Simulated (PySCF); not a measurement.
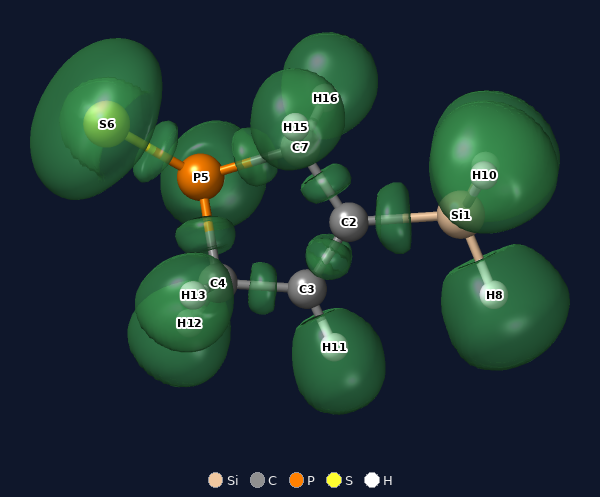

Figure. C4H9PSSi. Isosurface of the ELF at 0.8 (green), seen across its widest extent. Core shells and regions of very low density are left out.

Geometry: GFN2-xTB.

Level of theory: PySCF, PBE0/pcSseg-1, SCF density, gas phase, non-relativistic.

```xyz
16

Si    2.5225   -0.2258   -0.2237
C     0.6467   -0.1778   -0.0762
C    -0.2090   -0.9555   -0.7338
C    -1.6736   -0.7761   -0.4715
P    -1.7471    0.8805    0.3392
S    -3.1466    1.2756    1.6069
C     0.0151    0.8000    0.8779
H     2.8847   -1.2613   -1.1877
H     2.9733    1.0930   -0.6739
H     3.0775   -0.5111    1.1006
H     0.1068   -1.7126   -1.4345
H    -2.2861   -0.8296   -1.3747
H    -2.0532   -1.5253    0.2343
H    -1.6584    1.7311   -0.7727
H     0.0427    0.4238    1.9075
H     0.4971    1.7800    0.8709
```

Q: Identify the bonds, lone pairs and shells in this picture.

A: The surface consists of three regions between bonded C–C atoms (shared pairs), two regions between bonded C–P atoms (shared pairs), one region between bonded C–Si atoms (shared pairs), one region between bonded P–S atoms (shared pairs), nine regions around hydrogen nuclei and one ring or bowl of non-bonding electrons around S.

Values along the shortest contacts:
C–C (1.33 Å): the ELF peaks at about 0.90 between the atoms; a short, multiple covalent bond. C–P (1.84 Å): the ELF peaks at about 0.95 between the atoms; localised, covalent bonding.
